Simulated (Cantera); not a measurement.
Input: 1 mol TiO2, 0.41 mol CH4, 0.33 mol CO, 0.6 mol C, at 71.3 Torr.

Equilibrium computed with Cantera from the NASA thermochemical tables; the gas is ideal and each condensed phase is pure. Candidate condensed phases: C, C6H6, C7H8, C8H18, H2O, Ti, TiC, TiO, TiO2, Ti2O3, Ti3O5, Ti4O7; 113 gas species. Mutual solubility and eutectic melting of coexisting phases are not modelled. TiC, TiO: taken at fixed stoichiometry. Condensed phases not in the tables: solid solutions among these carbides, nitrides and lower oxides. Rates play no part.

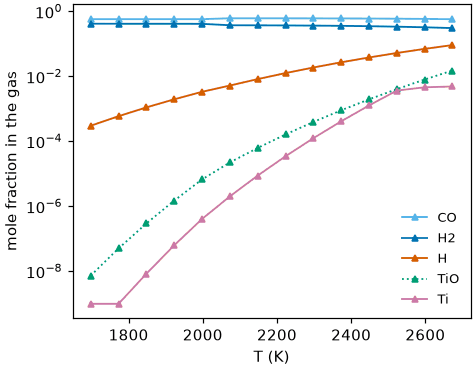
*Equilibrium gas composition (values under 1e-9 drawn at 1e-9)*

### Question
Read off the mole fractions at 2523 K.

### Answer
CO about 0.60, H2 about 0.34, H about 0.053, TiO about 0.0041, Ti about 0.0037.
